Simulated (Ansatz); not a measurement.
The figure comes from a scan of SiO2 (rutile): one O atom of a 6-atom cell moves by s along Cartesian z, with its periodic images. All values below come from PBE (plane waves to 420 eV, PAW, scalar-relativistic; Ansatz, an electronic-structure program). k mesh 6×6×10 (Γ-centred), Fermi-Dirac smearing 0.05 eV. F∥ is the force on the atom along that direction. SiO2 was relaxed with its symmetry unable to fall. The PAW data are Ansatz's earlier set. 

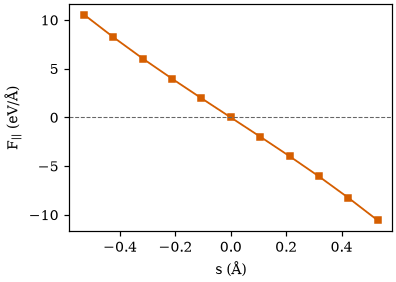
*F∥ (eV/Å) against s (Å); computed points joined by lines.*

**Question.** Turn the plot into a table (rounded to what can be read).

**Answer.** To the nearest 0.5:

```
s (Å)   F∥ (eV/Å)
------  ---------
-0.530       10.5
-0.424        8.0
-0.318        6.0
-0.212        4.0
-0.106        2.0
0.000         0.0
0.106        -2.0
0.212        -4.0
0.318        -6.0
0.424        -8.0
0.530       -10.5
```

(For displaced atoms, the force is minus the slope of the energy, and its curvature is a force constant, which sets phonon frequencies.)
